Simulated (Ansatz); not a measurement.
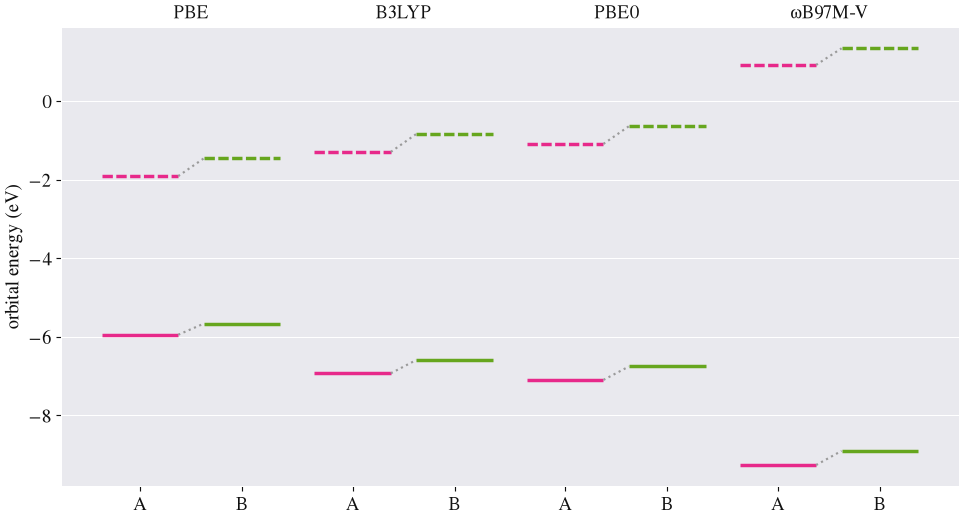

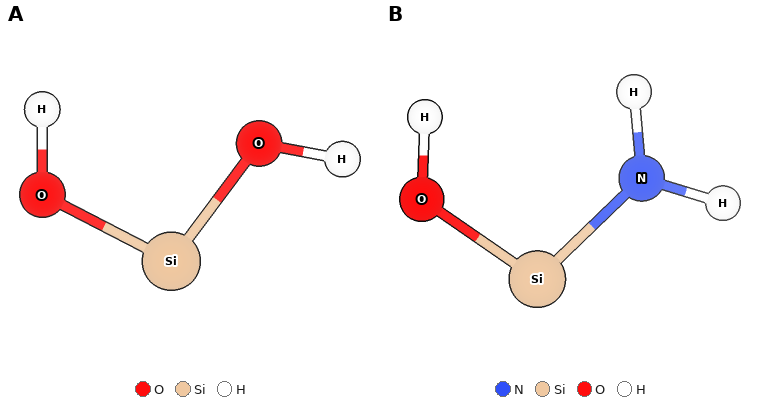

One change: A, SiH₂O₂ (SMILES O[Si]O), becomes B, SiNH₃O (SMILES N[Si]O). OH on Si is replaced by NH₂. HOMO (solid) and LUMO (dashed) computed in def2-TZVPP at PBE0-D4/def2-TZVP geometries, both minima by their frequencies, gas phase, the Ansatz code. Empty levels above zero depend strongly on the basis.

Q: What does the change do to HOMO and LUMO?

A: PBE: the HOMO rises by 0.28 eV, the LUMO rises by 0.45 eV, and the separation goes from 4.04 to 4.20 eV. B3LYP: the HOMO rises by 0.34 eV, the LUMO rises by 0.46 eV, and the separation goes from 5.63 to 5.75 eV. PBE0: the HOMO rises by 0.34 eV, the LUMO rises by 0.45 eV, and the separation goes from 6.01 to 6.11 eV. ωB97M-V: the HOMO rises by 0.36 eV, the LUMO rises by 0.42 eV, and the separation goes from 10.18 to 10.24 eV.

Q: Do the functionals agree on the effect?

A: They agree on the direction for both levels; the HOMO shift lies between 0.28 and 0.36 eV and the LUMO shift between 0.42 and 0.46 eV, while the separations themselves differ by up to 6.1 eV between functionals.
